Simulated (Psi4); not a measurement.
**GeH3Cl (chlorogermane), step by step**

We compute a structure relaxation (TPSS/6-311G**), then vibrational wavenumbers of GeH3Cl (chlorogermane). 

The results are computed with Psi4 1.11.

## (1) The system as given

GeH3Cl has 5 atoms, charge 0, and is taken as a singlet. As SMILES, `[Cl][GeH3]`. All atoms were displaced at random from a relaxed shape. The run starts from this shape.

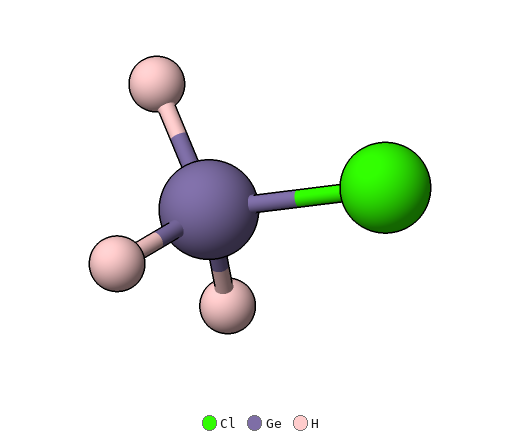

Viewed from a chosen angle; chlorine green, germanium purple, hydrogen pink.

## (2) A geometry optimisation at TPSS/6-311G(d,p) (density fitting) (run 1)

File calc.dat:

```
memory 1600 mb

molecule {
  0 1
  Cl
  Ge 1 2.123517
  H 2 1.466477 1 107.05373
  H 2 1.533546 3 112.73205 1 124.82877
  H 2 1.477683 3 106.41876 4 120.03252
  symmetry c1
}

set geom_maxiter 60

optimize("tpss/6-311G**")
```

Started as:

```
$ psi4 -i calc.dat -o calc.out -n 1
```

calc.out:

```text
Psi4 1.11 release

gradient() will perform analytic gradient computation.

   => Loading Basis Set <=

    Name: 6-311G**
    Role: ORBITAL
    Keyword: BASIS

         ---------------------------------------------------------
                                   SCF
                              RKS Reference
                        1 Threads,   1525 MiB Core
         ---------------------------------------------------------

  ==> Geometry <==

    Molecular point group: c1
    Full point group: C1

    Geometry (in Angstrom), charge = 0, multiplicity = 1:

       Center              X                  Y                   Z               Mass
    ------------   -----------------  -----------------  -----------------  -----------------
         CL          -0.001099760667     0.000203992084    -1.473339785261    34.968852682000
         GE          -0.001099760667     0.000203992084     0.650177214739    73.921177761000
         H           -0.001099760667    -1.401792248046     1.080248527652     1.007825032230
         H           -1.162146879920     0.803649799402     1.248681814300     1.007825032230
         H            1.282069817896     0.576102209989     1.103348400664     1.007825032230

  Running in c1 symmetry.

  Rotational constants: A =      2.81735  B =      0.14797  C =      0.14746 [cm^-1]
  Rotational constants: A =  84462.16206  B =   4436.03247  C =   4420.73991 [MHz]
  Nuclear repulsion =  179.350682896081480

  Charge       = 0
  Multiplicity = 1
  Electrons    = 52
  Nalpha       = 26
  Nbeta        = 26

  ==> Algorithm <==

  SCF Algorithm Type is DF.
  DIIS enabled.
  MOM disabled.
  Fractional occupation disabled.
  Guess Type is SAD.
  Energy threshold   = 1.00e-08
  Density threshold  = 1.00e-08
  Integral threshold = 1.00e-12

  ==> Primary Basis <==

  Basis Set: 6-311G**
    Blend: 6-311G**
    Number of shells: 42
    Number of basis functions: 88
    Number of Cartesian functions: 92
    Spherical Harmonics?: true
    Max angular momentum: 2

  ==> DFT Potential <==

   => LibXC <=

    Version 7.1.2

   => Composite Functional: TPSS <=

    TPSS Meta-GGA XC Functional

    Deriv               =              1
    GGA                 =           TRUE
    Meta                =           TRUE

    Exchange Hybrid     =          FALSE
    MP2 Hybrid          =          FALSE

   => Exchange Functionals <=

    1.0000   XC_MGGA_X_TPSS

   => Correlation Functionals <=

    1.0000   XC_MGGA_C_TPSS

   => LibXC Density Thresholds  <==

    XC_MGGA_C_TPSS:  1.00E-15
    XC_MGGA_X_TPSS:  1.00E-15

   => Molecular Quadrature <=

    Radial Scheme          =       TREUTLER
    Pruning Scheme         =           NONE
    Nuclear Scheme         =       TREUTLER

    Blocking Scheme        =         OCTREE
    BS radius alpha        =              1
    Pruning alpha          =              1
    Radial Points          =             75
    Spherical Points       =            302
    Total Points           =         108624
    Total Blocks           =            878
    Max Points             =            256
    Max Functions          =             85
    Weights Tolerance      =       1.00E-15

   => Loading Basis Set <=

    Name: (6-311G** AUX)
    Role: JKFIT
    Keyword: DF_BASIS_SCF

  ==> Integral Setup <==

  DFHelper Memory: AOs need 0.026 GiB; user supplied 0.620 GiB.
  SCF_SUBTYPE=INCORE selected. In-core MEM_DF algorithm will be used.
  Using in-core AOs.

  ==> MemDFJK: Density-Fitted J/K Matrices <==

    J tasked:                   Yes
    K tasked:                    No
    wK tasked:                   No
    Memory [MiB]:               634
    Algorithm:                 Core
    Schwarz Cutoff:           1E-12
    Mask sparsity (%):       4.1322
    Fitting Condition:        1E-10

   => Auxiliary Basis Set <=

  Basis Set: (6-311G** AUX)
    Blend: CC-PVTZ-JKFIT
    Number of shells: 118
    Number of basis functions: 418
    Number of Cartesian functions: 519
    Spherical Harmonics?: true
    Max angular momentum: 4

  Cached 100.0% of DFT collocation blocks in 0.498 [GiB].

  Minimum eigenvalue in the overlap matrix is 8.4588345548E-03.
  Reciprocal condition number of the overlap matrix is 1.7413458088E-03.
    Using symmetric orthogonalization.

  ==> Pre-Iterations <==

  SCF Guess: Superposition of Atomic Densities via on-the-fly atomic UHF (no occupation information).

   -------------------------
    Irrep   Nso     Nmo
   -------------------------
     A         88      88
   -------------------------
    Total      88      88
   -------------------------

  ==> Iterations <==

                           Total Energy        Delta E     RMS |[F,P]|

   @DF-RKS iter SAD: -2536.05926435405581   -2.53606e+03   0.00000e+00
[... 3 lines left out ...]
   @DF-RKS iter   4: -2538.98421363674834   -2.34483e+00   2.53306e-03 ADIIS/DIIS
[... 3 lines left out ...]
   @DF-RKS iter   8: -2539.00185734112665   -1.77556e-05   2.00453e-05 DIIS
[... 3 lines left out ...]
   @DF-RKS iter  12: -2539.00185907746436   -2.72848e-12   1.44584e-08 DIIS
[... 33 lines left out ...]
  @DF-RKS Final Energy: -2539.00185907746663
[... 6 lines left out ...]
    DFT Exchange-Correlation Energy =    -108.4227717021372399
[... 17 lines left out ...]
 Dipole X            :         -0.1578246            0.1227092           -0.0351154
[... 123 lines left out ...]
	                                 ==> Convergence Check <==
[... 89 lines left out ...]
    Weights Tolerance      =       1.00E-15
[... 60 lines left out ...]
   @DF-RKS iter   2: -2539.00555930742530    6.81209e-05   3.48707e-04 ADIIS/DIIS
[... 3 lines left out ...]
   @DF-RKS iter   6: -2539.00605116130100   -2.15459e-08   8.38681e-07 DIIS
[... 3 lines left out ...]
  Energy and wave function converged.
[... 17 lines left out ...]
    One-Electron Energy =               -3881.5505705003229195
[... 3 lines left out ...]
    VV10 Nonlocal Energy =                  0.0000000000000000
[... 17 lines left out ...]
 Dipole Z            :          2.3991047           -1.5962698            0.8028349
[... 97 lines left out ...]
	   Step    Total Energy     Delta E     Max Force     RMS Force      Max Disp      RMS Disp
[... 104 lines left out ...]
   @DF-RKS iter   0: -2539.00403361610006   -2.53900e+03   3.76869e-04
[... 3 lines left out ...]
   @DF-RKS iter   4: -2539.00653461887759   -5.01359e-07   5.11194e-06 DIIS
[... 3 lines left out ...]
   @DF-RKS iter   8: -2539.00653467685061   -4.54747e-13   3.69791e-09 DIIS
[... 17 lines left out ...]
    Nuclear Repulsion Energy =            175.0028911004102952
[... 3 lines left out ...]
    Empirical Dispersion Energy =           0.0000000000000000
[... 17 lines left out ...]
 Dipole Y            :          0.0353563           -0.0261758            0.0091805
[... 93 lines left out ...]
	Measures of convergence in internal coordinates in au.
[... 113 lines left out ...]
                           Total Energy        Delta E     RMS |[F,P]|
[... 4 lines left out ...]
   @DF-RKS iter   3: -2539.00682341441461   -8.77456e-05   1.53456e-05 DIIS
[... 3 lines left out ...]
   @DF-RKS iter   7: -2539.00682435309182   -2.75122e-10   3.60415e-08 DIIS
[... 14 lines left out ...]
  @DF-RKS Final Energy: -2539.00682435310227
[... 6 lines left out ...]
    DFT Exchange-Correlation Energy =    -108.3789422100671516
[... 17 lines left out ...]
 Dipole X            :         -0.0039432            0.0027922           -0.0011510
[... 92 lines left out ...]
	                                 ==> Convergence Check <==
[... 78 lines left out ...]
    Weights Tolerance      =       1.00E-15
[... 23 lines left out ...]
   @DF-RKS iter   2: -2539.00683516764821    2.82244e-07   1.15332e-05 DIIS
[... 3 lines left out ...]
   @DF-RKS iter   6: -2539.00683577188829   -2.36469e-11   1.64165e-08 DIIS
[... 14 lines left out ...]
  @DF-RKS Final Energy: -2539.00683577188920
[... 6 lines left out ...]
    DFT Exchange-Correlation Energy =    -108.3794636305902515
[... 17 lines left out ...]
 Dipole X            :          0.0040692           -0.0030926            0.0009767
[... 92 lines left out ...]
	                                 ==> Convergence Check <==
[... 78 lines left out ...]
    Weights Tolerance      =       1.00E-15
[... 23 lines left out ...]
   @DF-RKS iter   2: -2539.00683730405217   -8.45193e-09   3.09517e-06 DIIS
[... 3 lines left out ...]
   @DF-RKS iter   6: -2539.00683734857284   -2.27374e-12   2.52297e-09 DIIS
[... 17 lines left out ...]
    Nuclear Repulsion Energy =            174.5830807533154712
[... 3 lines left out ...]
    Empirical Dispersion Energy =           0.0000000000000000
[... 17 lines left out ...]
 Dipole Y            :          0.0004869           -0.0003247            0.0001622
[... 93 lines left out ...]
	Measures of convergence in internal coordinates in au.
[... 96 lines left out ...]
                           Total Energy        Delta E     RMS |[F,P]|
[... 4 lines left out ...]
   @DF-RKS iter   3: -2539.00683831933156   -9.51331e-09   1.55933e-07 DIIS
[... 3 lines left out ...]
  Energy and wave function converged.
[... 17 lines left out ...]
    Virtual:

      27A     -0.048128    28A     -0.004014    29A      0.024739
      30A      0.024859    31A      0.104420    32A      0.104442
      33A      0.121371    34A      0.195541    35A      0.246597
[... 17 lines of this table left out ...]
      87A    223.889885    88A    843.615543

    Final Occupation by Irrep:
              A
    DOCC [    26 ]
    NA   [    26 ]
    NB   [    26 ]

  @DF-RKS Final Energy: -2539.00683831942069

   => Energetics <=

    Nuclear Repulsion Energy =            174.5818897362040616
    One-Electron Energy =               -3879.1116363628798354
    Two-Electron Energy =                1273.9026544356809154
    DFT Exchange-Correlation Energy =    -108.3797461284261630
    Empirical Dispersion Energy =           0.0000000000000000
    VV10 Nonlocal Energy =                  0.0000000000000000
    Total Energy =                      -2539.0068383194206945

Computation Completed

Properties will be evaluated at   0.000000,   0.000000,   0.000000 [a0]

Properties computed using the SCF density matrix

 Multipole Moments:

 ------------------------------------------------------------------------------------
     Multipole            Electronic (a.u.)      Nuclear  (a.u.)        Total (a.u.)
 ------------------------------------------------------------------------------------

 L = 1.  Multiply by 2.5417464519 to convert [e a0] to [Debye]
 Dipole X            :          0.0019022           -0.0014102            0.0004920
 Dipole Y            :         -0.0000654            0.0000503           -0.0000151
 Dipole Z            :          2.7081919           -1.7876275            0.9205644
 Magnitude           :                                                    0.9205646

 ------------------------------------------------------------------------------------

	total time  =          4 seconds =       0.07 minutes

         ------------------------------------------------------------
                                   SCF GRAD
         ------------------------------------------------------------

  ==> Geometry <==

    Molecular point group: c1
    Full point group: C1

    Geometry (in Angstrom), charge = 0, multiplicity = 1:

       Center              X                  Y                   Z               Mass
    ------------   -----------------  -----------------  -----------------  -----------------
         CL           0.000012639061    -0.000000450773    -1.513449808796    34.968852682000
         GE           0.000012639061    -0.000000450773     0.670661920445    73.921177761000
         H            0.000012639061    -1.467988448620     1.107303471928     1.007825032230
         H           -1.272043448733     0.733091163557     1.106648131982     1.007825032230
         H            1.270665227693     0.734945988627     1.107541968491     1.007825032230

  Nuclear repulsion =  174.581889736204062

   => Molecular Quadrature <=

    Radial Scheme          =       TREUTLER
    Pruning Scheme         =           NONE
    Nuclear Scheme         =       TREUTLER

    Blocking Scheme        =         OCTREE
    BS radius alpha        =              1
    Pruning alpha          =              1
    Radial Points          =             75
    Spherical Points       =            302
    Total Points           =         108708
    Total Blocks           =            873
    Max Points             =            256
    Max Functions          =             82
    Weights Tolerance      =       1.00E-15

  -Total Gradient:
     Atom            X                  Y                   Z
    ------   -----------------  -----------------  -----------------
       1       -0.000017148160     0.000003803238     0.000102708446
       2        0.000065323058     0.000001569296    -0.000097902648
       3       -0.000030138409    -0.000005749348     0.000050121679
       4       -0.000011364937    -0.000017991506     0.000030234422
       5       -0.000001506995     0.000012224108     0.000041393904

	total time  =          1 seconds =       0.02 minutes

    			-----------------------------------------

    			 OPTKING 3.0: for geometry optimizations

    			        with contributions from

    			-----------------------------------------

	                            ===> Fragment 1 <==

	 Z (Atomic Numbers)          Masses                          Geom
	      17.000000            34.968853          0.00002388 -0.00000085 -2.86000564
	      32.000000            73.921178          0.00002388 -0.00000085  1.26736735
	       1.000000             1.007825          0.00002388 -2.77409612  2.09250030
	       1.000000             1.007825         -2.40381374  1.38534152  2.09126189
	       1.000000             1.007825          2.40120928  1.38884664  2.09295099

	 - Coordinate -           - BOHR/RAD -       - ANG/DEG -
	 R(1,2)           =         4.127373           2.184112
	 R(2,3)           =         2.894210           1.531550
	 R(2,4)           =         2.894203           1.531546
[... 18 lines of this table left out ...]
	 O(5,2,3,4)       =        -0.825269         -47.284414

	        --- Internal Coordinate Step in ANG or DEG, aJ/ANG or AJ/DEG ---
	-------------------------------------------------------------------------------
	           Coordinate      Previous         Force          Change          New
	           ----------      --------        ------          ------        ------
	               R(1,2)       2.18411        0.00064        0.00025       2.18436
	               R(2,3)       1.53155       -0.00010       -0.00004       1.53151
	               R(2,4)       1.53155       -0.00003       -0.00001       1.53153
[... 18 lines of this table left out ...]
	           O(5,2,3,4)     -47.28441        0.00000        0.01138     -47.27304
	-------------------------------------------------------------------------------

	                                 ==> Convergence Check <==

	Measures of convergence in internal coordinates in au.

	Criteria marked as inactive (o), active & met (*), and active & unmet ( ).

	----------------------------------------------------------------------------------------------
	   Step    Total Energy     Delta E     Max Force     RMS Force      Max Disp      RMS Disp
	----------------------------------------------------------------------------------------------
	  Convergence Criteria     1.00e-06 *    3.00e-04 *             o    1.20e-03 *             o
	----------------------------------------------------------------------------------------------
	     7   -2539.00683832   -9.71e-07 *    7.74e-05 *    2.00e-05 o    6.28e-04 *    3.26e-04 o  ~
	----------------------------------------------------------------------------------------------

Next Geometry in Ang
	Fragment 1 (Ang)

	   Cl   0.0002080550  -0.0001522955  -1.5135221454
	   Ge  -0.0001765669  -0.0000154703   0.6708350400
	    H   0.0001457395  -1.4680800615   1.1070861079
	    H  -1.2720459871   0.7333374385   1.1068753255
	    H   1.2705284557   0.7349581908   1.1074313561

    Final optimized geometry and variables:
    Molecular point group: c1
    Full point group: C1

    Geometry (in Angstrom), charge = 0, multiplicity = 1:

    CL
    GE            1    2.184112
    H             2    1.531550      1  106.564698
    H             2    1.531546      3  112.187385      1  116.235009
    H             2    1.531525      3  112.249258      4  127.454668

    Psi4 run time: 0:00:50.08

[set-up sections that repeat, and orbital energies of the middle runs, are left out above]
```

The script printed:

```text
Optimizer: Optimization complete!
```

Wall time 52 s (1 thread of Intel Xeon Platinum 8488C (Sapphire Rapids), shared host); peak memory 0.8 GiB.

Steps, from the record of the run:

```
step  energy from the first frame kept (eV)  largest force (eV/Å)
   0                                 0.0000                1.3650
   1                                -0.1141                0.7335
   2                                -0.1272                0.4351
   3                                -0.1351                0.0375
   4                                -0.1354                0.0164
   5                                -0.1355                0.0099
   6                                -0.1355                0.0060
```

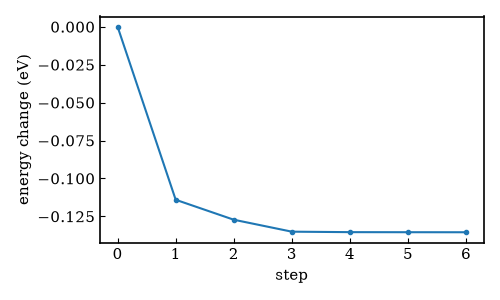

Energy along the run.

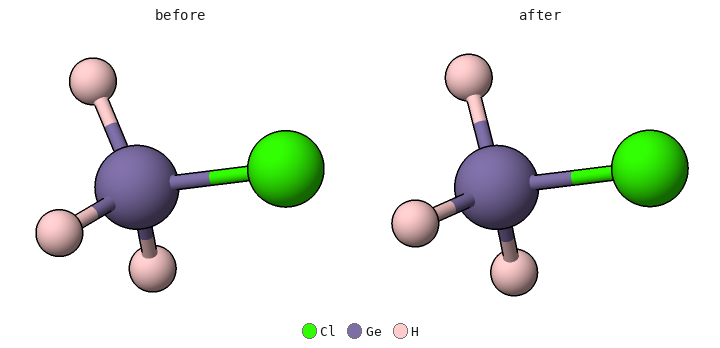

Before and after, at one scale.

After the run. Bond lengths: Cl1–Ge2 2.184 Å, Ge2–H3 1.532 Å, Ge2–H4 1.532 Å, Ge2–H5 1.532 Å. Angles: Cl1–Ge2–H3 106.6°, Cl1–Ge2–H4 106.5°, Cl1–Ge2–H5 106.6°, H3–Ge2–H4 112.2°, H3–Ge2–H5 112.2°, H4–Ge2–H5 112.2°.

## (3) The harmonic vibrations at TPSS/6-311G(d,p) (density fitting) (run 2)

File job.dat:

```
memory 1.6 GB

molecule molecule1 {
  0 1
  Cl
  Ge 1 R2
  H 2 R3 1 A3
  H 2 R4 3 A4 1 D4
  H 2 R5 4 A5 3 D5

  R2 = 2.184111
  R3 = 1.53155
  A3 = 106.56471
  R4 = 1.531546
  A4 = 112.18734
  D4 = 116.23502
  R5 = 1.531525
  A5 = 112.22165
  D5 = -127.46935
  units angstrom
  symmetry c1
}

set reference rks
set t 298.15
set rotational_symmetry_number 3

result, w = frequencies('tpss/6-311G**', return_wfn=True)
print_variables()
```

Started as:

```
$ psi4 -i job.dat -o job.out -n 1
```

job.out, cut to the lines that bear on the results:

```text
[...]
  Running in c1 symmetry.
[...]
  Nuclear repulsion =  174.581933706511563
[...]
  Multiplicity = 1
[...]
  Nalpha       = 26
  Nbeta        = 26
[...]
    Number of basis functions: 88
[...]
   @DF-RKS iter   1: -2537.07952115817943   -1.12372e+00   4.00819e-02 ADIIS/DIIS
[...]
   @DF-RKS iter  12: -2539.00683804110668   -4.09273e-12   8.10642e-09 DIIS
[...]
  @DF-RKS Final Energy: -2539.00683804110668
   => Energetics <=
    Nuclear Repulsion Energy =            174.5819301574982774
    One-Electron Energy =               -3879.1117086850317719
    Two-Electron Energy =                1273.9026862567802709
    DFT Exchange-Correlation Energy =    -108.3797457703533667
    Empirical Dispersion Energy =           0.0000000000000000
    VV10 Nonlocal Energy =                  0.0000000000000000
    Total Energy =                      -2539.0068380411066755
[...]
  -Total Gradient:
     Atom            X                  Y                   Z
    ------   -----------------  -----------------  -----------------
       1        0.000034583446     0.000003844500     0.000102947498
       2        0.000296799400     0.000001979175    -0.000098325918
       3       -0.000043385321    -0.000005822908     0.000050175071
       4       -0.000146189175     0.000051947501     0.000122840730
       5       -0.000136413099    -0.000058131858    -0.000051156399
[...]
  ==> Harmonic Vibrational Analysis <==
[...]
  Freq [cm^-1]                 399.6729            577.5571            579.5502
[...]
  IR activ [km/mol]            56.6387             18.4072             17.7009
[...]
  Freq [cm^-1]                 829.3576            857.2403            870.4161
[...]
  IR activ [km/mol]            170.6348            49.6597             48.7372
[...]
  Freq [cm^-1]                2147.0541           2164.7552           2165.8791
[...]
  IR activ [km/mol]            41.2501             98.8299             99.0180
[...]
  Total E_0, Enthalpy at 0 [K]                                                        -2538.98270915 [Eh]
[...]
  Total H, Enthalpy at  298.15 [K]                                                    -2538.97808344 [Eh]
[...]
  Total G, Gibbs energy at  298.15 [K]                                                -2539.00815820 [Eh]
[...]
```

The script printed:

```text
Warning: used thermodynamics relations inappropriate for low-frequency modes: ['399.6729' '577.5571' '579.5502']
```

Run time: 3.7 min. Hardware: 1 thread of Intel Xeon Platinum 8488C (Sapphire Rapids), shared host; peak memory 0.81 GiB.

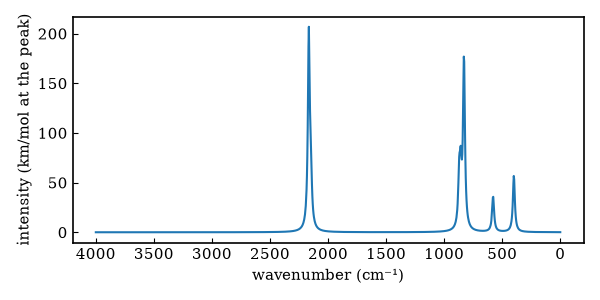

Harmonic infrared spectrum, unscaled, lines broadened by 10 cm⁻¹.

## (4) Results

```
                                                                       quantity             value
                                  run 1, TPSS/6-311G**: total energy at the end    -2539.00684 Eh
                                            run 1, TPSS/6-311G**: dipole moment            2.34 D
                                              run 1, TPSS/6-311G**: HOMO energy          -7.56 eV
                                              run 1, TPSS/6-311G**: LUMO energy          -1.31 eV
                                            run 1, TPSS/6-311G**: HOMO–LUMO gap           6.25 eV
                               run 2, TPSS/6-311G**: lowest harmonic wavenumber          400 cm⁻¹
                              run 2, TPSS/6-311G**: highest harmonic wavenumber         2166 cm⁻¹
                                        run 2, TPSS/6-311G**: zero-point energy       63.4 kJ/mol
run 2, TPSS/6-311G**: ideal-gas entropy at 298.15 K (symmetry number 3 as used)  63.3 cal/(mol K)
```

**Reading.** The optimisation (run 1, TPSS/6-311G**) took 7 steps and changed the energy by -0.135 eV. All 9 modes (run 2, TPSS/6-311G**) are real, so the shape is a minimum at this level.
